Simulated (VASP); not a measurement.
Band structure of Cu2O (space group Pn-3m). Method: modified Becke-Johnson potential (mBJ), VASP's PBE PAW potentials (set 64) (plane waves; VASP 6.6.1).

mBJ is a potential without an energy functional, so only the levels count.

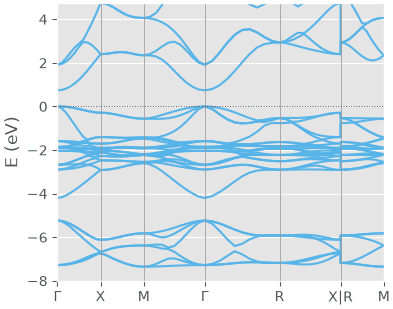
Figure: Bands along high-symmetry lines, zero at the valence-band maximum or, without a gap, the Fermi level

Problem. Read the plot: is there a gap, and where are the band edges?

Solution. The gap is direct, 0.74 eV, from the valence maximum at Γ to the conduction minimum at Γ.

The structure comes from a computed database's Cu2O entry (Pn-3m); how it stands against other phases isn't given here. It was relaxed first. The cell's shape comes from a PBE relaxation.
